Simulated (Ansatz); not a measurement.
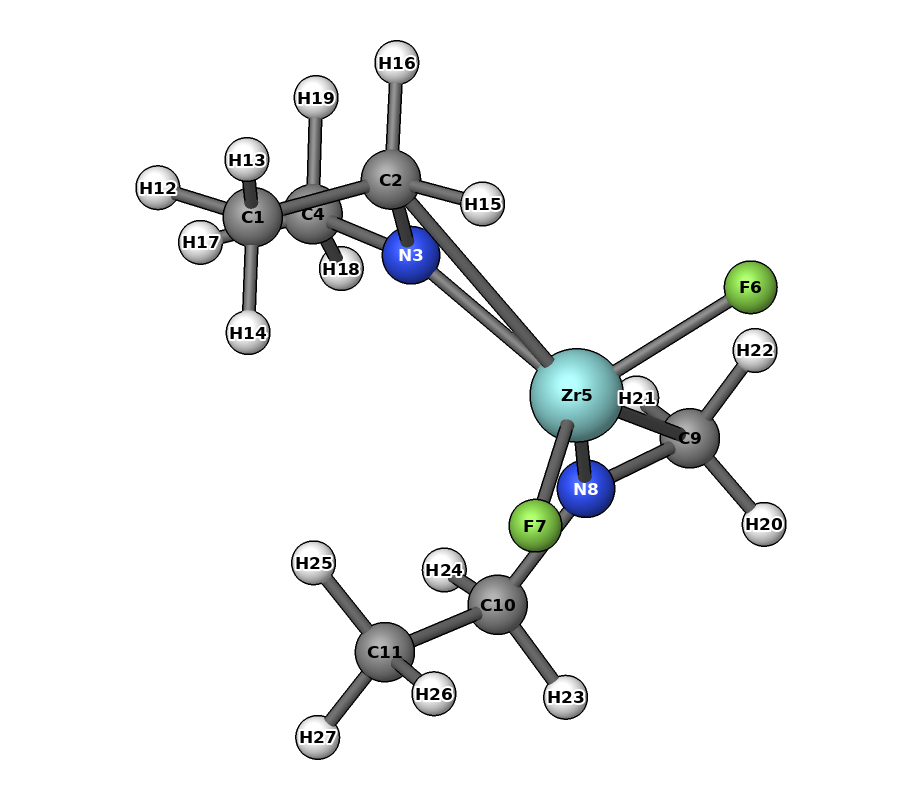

The questions are on Mulliken charges. The species is neutral and a spin singlet. The geometry was computed by an optimisation with PBE0-D4/def2-TZVP. No frequency run is at hand to confirm it as a minimum. Properties computed with RKS r2SCAN-D4/def2-TZVPP, core potentials on Zr (Ansatz 0.2.0).

Give the Mulliken charges atom by atom.

```json
{"atom": "C1", "value (e)": "−0.17"}
{"atom": "C2", "value (e)": "0.14"}
{"atom": "N3", "value (e)": "−0.41"}
{"atom": "C4", "value (e)": "−0.08"}
{"atom": "Zr5", "value (e)": "1.14"}
{"atom": "F6", "value (e)": "−0.40"}
{"atom": "F7", "value (e)": "−0.41"}
{"atom": "N8", "value (e)": "−0.39"}
{"atom": "C9", "value (e)": "−0.03"}
{"atom": "C10", "value (e)": "0.05"}
{"atom": "C11", "value (e)": "−0.15"}
{"atom": "H12", "value (e)": "0.05"}
{"atom": "H13", "value (e)": "0.04"}
{"atom": "H14", "value (e)": "0.06"}
{"atom": "H15", "value (e)": "0.02"}
{"atom": "H16", "value (e)": "0.02"}
{"atom": "H17", "value (e)": "0.06"}
{"atom": "H18", "value (e)": "0.04"}
{"atom": "H19", "value (e)": "0.05"}
{"atom": "H20", "value (e)": "0.05"}
{"atom": "H21", "value (e)": "0.05"}
{"atom": "H22", "value (e)": "0.05"}
{"atom": "H23", "value (e)": "0.03"}
{"atom": "H24", "value (e)": "0.03"}
{"atom": "H25", "value (e)": "0.05"}
{"atom": "H26", "value (e)": "0.07"}
{"atom": "H27", "value (e)": "0.05"}
```

Mulliken values depend strongly on the basis set and can even reverse the polarity of a bond.
